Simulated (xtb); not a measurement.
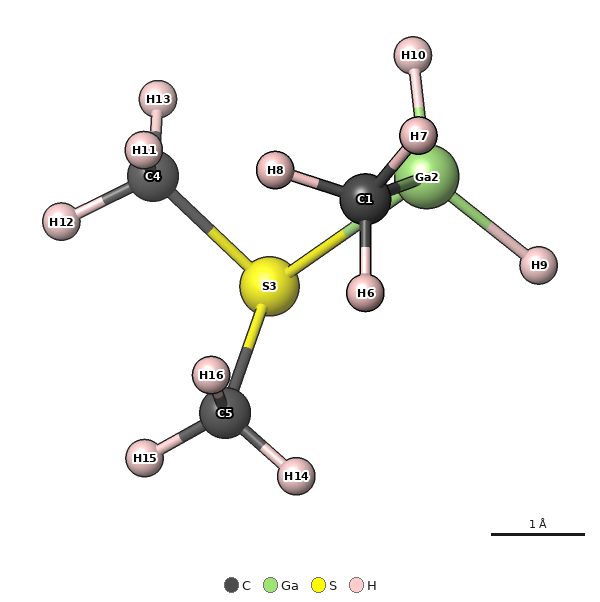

**Figure 1.** The input geometry (ball-and-stick view, seen at a tilt; atoms are numbered from 1 in the order of the input). Sticks mark near contacts.

**Geometry relaxation of C₃H₁₁GaS (part 1 of 4)**

The run: geometry relaxation of C₃H₁₁GaS. Method and program: GFN2-xTB (xtb 6.7.1).

### Input file (geom.xyz)
```
16
C3H11GaS
C      0.11710     1.99187    -0.77640
Ga     1.32573     1.03571     0.56583
S      0.20832    -1.22083     1.07998
C      0.50538    -1.79164    -0.58228
C     -1.58411    -0.63919     0.87910
H     -0.88105     2.31910    -0.44662
H      0.68463     2.84080    -1.18225
H     -0.09666     1.44549    -1.63227
H      1.20987     1.54967     2.08330
H      2.62608     0.36968     0.15936
H      0.28982    -1.08246    -1.40206
H     -0.22001    -2.65095    -0.74942
H      1.47887    -2.28040    -0.62315
H     -1.86143    -0.03442     1.67136
H     -2.19357    -1.53498     0.87168
H     -1.69905     0.00334    -0.02322
```

### File input.inp
```
$opt
   hessian=swart
$end
```

Hardware: 1 thread of Intel Xeon (Granite Rapids), 64 GiB of memory available, shared host.

Run as:
```bash
xtb geom.xyz --opt normal --gfn 2 -I input.inp -c 0 | tee run.log
```

### Output
```
* xtb version 6.7.1
   ID    Z sym.   atoms
    1    6 C      1, 4, 5
    2   31 Ga     2
    3   16 S      3
    4    1 H      6-16

           -------------------------------------------------
          |                Calculation Setup                |
           -------------------------------------------------

          program call               : xtb geom.xyz --opt normal --gfn 2 -I input.inp -c 0
          coordinate file            : geom.xyz
          omp threads                :                     1

           -------------------------------------------------
          |                 G F N 2 - x T B                 |
           -------------------------------------------------

      * Hamiltonian:
        H0-scaling (s, p, d)           1.850000    2.230000    2.230000
        zeta-weighting                 0.500000
      * Dispersion:
        s8                             2.700000
        a1                             0.520000
        a2                             5.000000
        s9                             5.000000
      * Repulsion:
        kExp                           1.500000    1.000000
        rExp                           1.000000
      * Coulomb:
        alpha                          2.000000
        third order                    shell-resolved
        anisotropic                    true
        a3                             3.000000
        a5                             4.000000
        cn-shift                       1.200000
        cn-exp                         4.000000
        max-rad                        5.000000

          ...................................................
          :                      SETUP                      :
          :.................................................:
          :  # basis functions                  43          :
          :  # atomic orbitals                  41          :
          :  # shells                           23          :
          :  # electrons                        32          :
          :  max. iterations                   250          :
          :  Hamiltonian                  GFN2-xTB          :
          :  restarted?                      false          :
          :  GBSA solvation                  false          :
          :  PC potential                    false          :
          :  electronic temp.          300.0000000     K    :
          :  accuracy                    1.0000000          :
          :  -> integral cutoff          0.2500000E+02      :
          :  -> integral neglect         0.1000000E-07      :
          :  -> SCF convergence          0.1000000E-05 Eh   :
          :  -> wf. convergence          0.1000000E-03 e    :
          :  Broyden damping             0.4000000          :
          :  net charge                          0          :
          :  unpaired electrons                  0          :
          ...................................................

 iter      E             dE          RMSdq      gap      omega  full diag
   1    -16.5223980 -0.165224E+02  0.842E+00    5.12       0.0  T
   2    -16.6059877 -0.835896E-01  0.623E+00    4.52       1.0  T
   3    -16.6100910 -0.410336E-02  0.290E+00    4.08       1.0  T
   4    -16.6120563 -0.196525E-02  0.767E-01    3.76       1.0  T
   5    -16.6125940 -0.537754E-03  0.265E-01    3.85       1.0  T
   6    -16.6126601 -0.660487E-04  0.154E-01    3.91       1.0  T
   7    -16.6126658 -0.577043E-05  0.383E-02    3.93       1.0  T
   8    -16.6126669 -0.101840E-05  0.110E-02    3.93       2.3  T
   9    -16.6126671 -0.232659E-06  0.503E-03    3.93       5.0  T
  10    -16.6126671 -0.482367E-07  0.226E-03    3.93      11.1  T
  11    -16.6126671 -0.189475E-08  0.188E-03    3.93      13.3  T
  12    -16.6126672 -0.774978E-08  0.388E-04    3.93      64.5  T
  13    -16.6126672  0.288928E-09  0.333E-04    3.93      75.1  T

   *** convergence criteria satisfied after 13 iterations ***

         #    Occupation            Energy/Eh            Energy/eV
      -------------------------------------------------------------
         1        2.0000           -0.7462614             -20.3068
       ...           ...                  ...                  ...
        10        2.0000           -0.4934560             -13.4276
        11        2.0000           -0.4771811             -12.9848
        12        2.0000           -0.4633972             -12.6097
        13        2.0000           -0.4573548             -12.4453
        14        2.0000           -0.4027684             -10.9599
        15        2.0000           -0.3988414             -10.8530
        16        2.0000           -0.3859309             -10.5017 (HOMO)
        17                         -0.2414453              -6.5701 (LUMO)
        18                         -0.1907981              -5.1919
        19                         -0.1316695              -3.5829
        20                         -0.0835421              -2.2733
        21                         -0.0657345              -1.7887
       ...                                ...                  ...
        41                          1.3273154              36.1181
      -------------------------------------------------------------
                  HL-Gap            0.1444855 Eh            3.9317 eV
             Fermi-level           -0.3136881 Eh           -8.5359 eV

 SCC (total)                   0 d,  0 h,  0 min,  0.007 sec
 SCC setup                      ...        0 min,  0.000 sec (  0.928%)
 Dispersion                     ...        0 min,  0.000 sec (  0.677%)
 classical contributions        ...        0 min,  0.000 sec (  0.225%)
 integral evaluation            ...        0 min,  0.001 sec ( 14.965%)
 iterations                     ...        0 min,  0.004 sec ( 50.918%)
 molecular gradient             ...        0 min,  0.002 sec ( 31.507%)
 printout                       ...        0 min,  0.000 sec (  0.679%)

         :::::::::::::::::::::::::::::::::::::::::::::::::::::
         ::                     SUMMARY                     ::
         :::::::::::::::::::::::::::::::::::::::::::::::::::::
         :: total energy             -16.427838398305 Eh    ::
         :: gradient norm              0.107544104544 Eh/a0 ::
         :: HOMO-LUMO gap              3.931651347034 eV    ::
         ::.................................................::
         :: SCC energy               -16.612618312690 Eh    ::
         :: -> isotropic ES            0.018839150314 Eh    ::
         :: -> anisotropic ES          0.003654292804 Eh    ::
         :: -> anisotropic XC          0.009541318562 Eh    ::
         :: -> dispersion             -0.010965250908 Eh    ::
         :: repulsion energy           0.184779914385 Eh    ::
         :: add. restraining           0.000000000000 Eh    ::
         :: total charge               0.000000000000 e     ::
         :::::::::::::::::::::::::::::::::::::::::::::::::::::

      -----------------------------------------------------------
     |                   =====================                   |
     |                        A N C O P T                        |
     |                   =====================                   |
     |               Approximate Normal Coordinate               |
     |                Rational Function Optimizer                |
      -----------------------------------------------------------
      -----------------------------------------------------------
     |                   =====================                   |
     |                        A N C O P T                        |
     |                   =====================                   |
     |               Approximate Normal Coordinate               |
     |                Rational Function Optimizer                |
      -----------------------------------------------------------

          ...................................................
          :                      SETUP                      :
          :.................................................:
          :   optimization level            normal          :
          :   max. optcycles                   200          :
          :   ANC micro-cycles                  20          :
          :   degrees of freedom                42          :
          :.................................................:
          :   RF solver                   davidson          :
          :   write xtbopt.log                true          :
          :   linear?                        false          :
          :   energy convergence         0.5000000E-05 Eh   :
          :   grad. convergence          0.1000000E-02 Eh/α :
          :   maxmium RF displ.          1.0000000          :
          :   Hlow (freq-cutoff)         0.1000000E-01      :
          :   Hmax (freq-cutoff)         5.0000000          :
          :   S6 in model hess.         20.0000000          :
          ...................................................

generating ANC from exact Hessian ...
Using Swart-Hessian
 Shifting diagonal of input Hessian by    0.0000000000000000
 Lowest  eigenvalues of input Hessian
    0.000000    0.000000    0.000000    0.000000    0.000000    0.000000
    0.052612    0.073411    0.104227    0.114024    0.118384    0.127989
    0.149373    0.185915    0.191905    0.224363    0.248926    0.271949
 Highest eigenvalues
    1.449609    1.469345    1.508190    1.588765    1.635435    1.773281

........................................................................
.............................. CYCLE    1 ..............................
........................................................................

 iter      E             dE          RMSdq      gap      omega  full diag
   1    -16.6126672 -0.166127E+02  0.392E-05    3.93       0.0  T
   2    -16.6126672 -0.675016E-12  0.170E-05    3.93    1474.6  T
   3    -16.6126672  0.355271E-14  0.148E-05    3.93    1687.5  T
     SCC iter.                  ...        0 min,  0.001 sec
     gradient                   ...        0 min,  0.002 sec
 * total energy  :   -16.4278384 Eh     change       -0.4324328E-09 Eh
   gradient norm :     0.1075440 Eh/α   predicted     0.0000000E+00 (-100.00%)
   displ. norm   :     0.1479384 α      lambda       -0.1214923E-01
   maximum displ.:     0.0573239 α      in ANC's #14, #15, #31, ...

........................................................................
.............................. CYCLE    2 ..............................
........................................................................

 iter      E             dE          RMSdq      gap      omega  full diag
   1    -16.6141871 -0.166142E+02  0.255E-01    3.99       0.0  T
   2    -16.6142182 -0.310881E-04  0.139E-01    4.00       1.0  T
   3    -16.6142190 -0.731872E-06  0.817E-02    3.99       1.0  T
   4    -16.6142239 -0.496518E-05  0.307E-02    4.00       1.0  T
   5    -16.6142243 -0.344801E-06  0.115E-02    4.00       2.2  T
   6    -16.6142243 -0.548904E-07  0.302E-03    4.00       8.3  T
   7    -16.6142243 -0.779923E-08  0.917E-04    4.00      27.2  T
   8    -16.6142243 -0.474259E-09  0.491E-04    4.00      50.9  T
     SCC iter.                  ...        0 min,  0.002 sec
     gradient                   ...        0 min,  0.002 sec
 * total energy  :   -16.4369281 Eh     change       -0.9089680E-02 Eh
   gradient norm :     0.0579757 Eh/α   predicted    -0.6207565E-02 ( -31.71%)
   displ. norm   :     0.1910074 α      lambda       -0.8354749E-02
   maximum displ.:     0.0897522 α      in ANC's #14, #15, #11, ...

........................................................................
.............................. CYCLE    3 ..............................
........................................................................

 iter      E             dE          RMSdq      gap      omega  full diag
   1    -16.6175920 -0.166176E+02  0.354E-01    4.08       0.0  T
   2    -16.6176334 -0.414090E-04  0.206E-01    4.10       1.0  T
   3    -16.6176309  0.249643E-05  0.957E-02    4.09       1.0  T
   4    -16.6176410 -0.100489E-04  0.385E-02    4.09       1.0  T
   5    -16.6176416 -0.582524E-06  0.155E-02    4.09       1.6  T
   6    -16.6176416 -0.897455E-07  0.528E-03    4.10       4.7  T
   7    -16.6176417 -0.219185E-07  0.148E-03    4.10      16.9  T
   8    -16.6176417 -0.111329E-08  0.951E-04    4.10      26.3  T
   9    -16.6176417 -0.520597E-09  0.261E-04    4.10      95.8  T
     SCC iter.                  ...        0 min,  0.002 sec
     gradient                   ...        0 min,  0.002 sec
 * total energy  :   -16.4420670 Eh     change       -0.5138912E-02 Eh
   gradient norm :     0.0279944 Eh/α   predicted    -0.4329778E-02 ( -15.75%)
   displ. norm   :     0.0843618 α      lambda       -0.1479859E-02
   maximum displ.:     0.0435391 α      in ANC's #14, #15, #24, ...

........................................................................
.............................. CYCLE    4 ..............................
........................................................................

 iter      E             dE          RMSdq      gap      omega  full diag
   1    -16.6192431 -0.166192E+02  0.180E-01    4.15       0.0  T
   2    -16.6192489 -0.584953E-05  0.108E-01    4.15       1.0  T
   3    -16.6192487  0.232623E-06  0.307E-02    4.14       1.0  T
   4    -16.6192502 -0.145994E-05  0.141E-02    4.15       1.8  T
   5    -16.6192503 -0.761870E-07  0.595E-03    4.15       4.2  T
   6    -16.6192503 -0.103599E-07  0.220E-03    4.15      11.4  T
   7    -16.6192503 -0.480886E-08  0.828E-04    4.15      30.2  T
   8    -16.6192503 -0.470173E-09  0.394E-04    4.15      63.5  T
     SCC iter.                  ...        0 min,  0.002 sec
     gradient                   ...        0 min,  0.002 sec
 * total energy  :   -16.4431288 Eh     change       -0.1061828E-02 Eh
   gradient norm :     0.0220248 Eh/α   predicted    -0.7451960E-03 ( -29.82%)
   displ. norm   :     0.0820526 α      lambda       -0.1091520E-02
   maximum displ.:     0.0347620 α      in ANC's #14, #7, #22, ...

........................................................................
.............................. CYCLE    5 ..............................
........................................................................

 iter      E             dE          RMSdq      gap      omega  full diag
   1    -16.6213595 -0.166214E+02  0.185E-01    4.20       0.0  T
   2    -16.6213637 -0.420158E-05  0.111E-01    4.20       1.0  T
   3    -16.6213644 -0.702123E-06  0.176E-02    4.19       1.4  T
   4    -16.6213648 -0.385457E-06  0.982E-03    4.19       2.5  T
   5    -16.6213648 -0.525546E-07  0.406E-03    4.19       6.2  T
   6    -16.6213648 -0.610699E-08  0.169E-03    4.19      14.8  T
   7    -16.6213648 -0.140665E-08  0.772E-04    4.19      32.4  T
   8    -16.6213648 -0.512976E-09  0.202E-04    4.19     123.6  T
     SCC iter.                  ...        0 min,  0.002 sec
     gradient                   ...        0 min,  0.002 sec
 * total energy  :   -16.4438502 Eh     change       -0.7213985E-03 Eh
   gradient norm :     0.0126671 Eh/α   predicted    -0.5494330E-03 ( -23.84%)
   displ. norm   :     0.0503244 α      lambda       -0.4100201E-03
   maximum displ.:     0.0228963 α      in ANC's #7, #22, #2, ...

........................................................................
.............................. CYCLE    6 ..............................
........................................................................
```
